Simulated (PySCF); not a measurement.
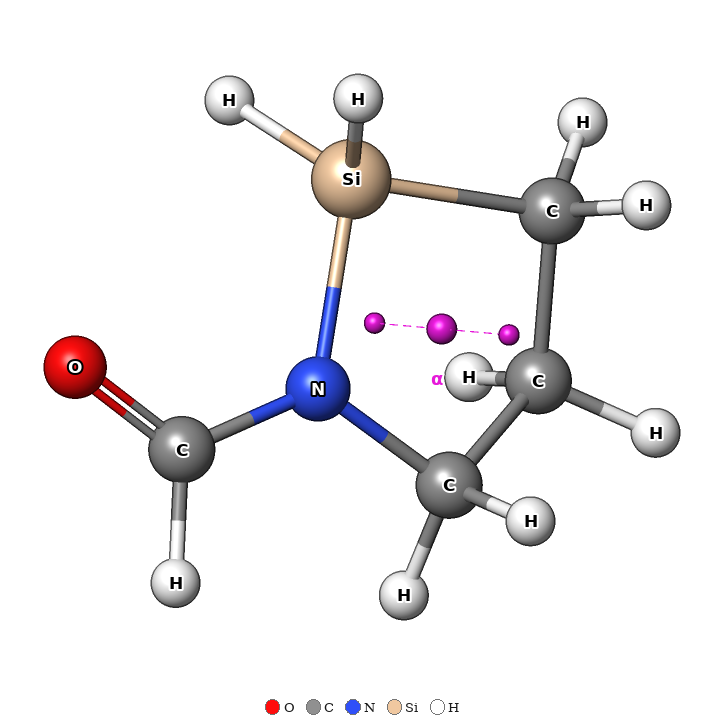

The small points mark where nucleus-independent chemical shifts (NICS) were computed: at the centre of each lettered ring and 1 Å above and below it. The computed structure is the end point of a PBE0-D3(BJ)/def2-SVP optimisation. No frequency run is at hand to confirm it as a minimum. Method: GIAO PBE0/pcSseg-1 NMR shielding, non-relativistic, gas phase (PySCF 2.14.0).

Give NICS(0), NICS(1) and the out-of-plane component NICS(1)zz for each ring (means of the two sides).

| ring | members | NICS(0) | NICS(1) | NICS(1)zz |
| --- | --- | --- | --- | --- |
| α | C3NSi | −5.9 | −3.4 | −1.9 |

Values in ppm.

Question: What do the values say about the ring currents?

Answer: Ring α: weak, as in a non-aromatic ring. NICS is one index among several.
